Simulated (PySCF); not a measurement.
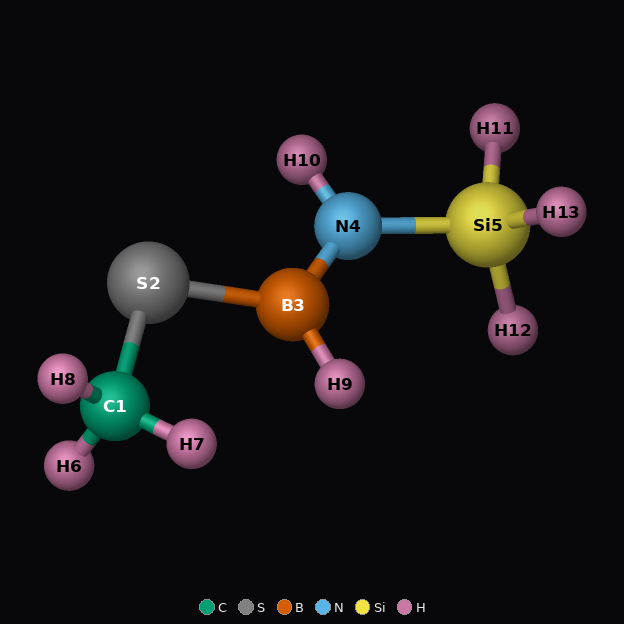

Computed geometry: GFN2-xTB optimisation. No frequency run is at hand to confirm it as a minimum. Method: delta-SCF UKS SCAN, pcX-2 on the ionised atom, pcseg-1 elsewhere, spin-free X2C (PySCF 2.14.0).

Give the core-electron binding energies (to vacuum; p and d levels without spin–orbit splitting) of C1 1s, S2 1s, S2 2p, B3 1s, N4 1s, Si5 1s, Si5 2p.

```tsv
atom	level	binding energy (eV)
C1	1s	291.2
S2	1s	2476.5
S2	2p	169.0
B3	1s	195.5
N4	1s	404.4
Si5	1s	1846.9
Si5	2p	107.3
```

The geometry is semi-empirical. Around B, Si such bond lengths and angles can be off by a tenth of an ångström or more and by several degrees, and values that hang on the shape move with them.
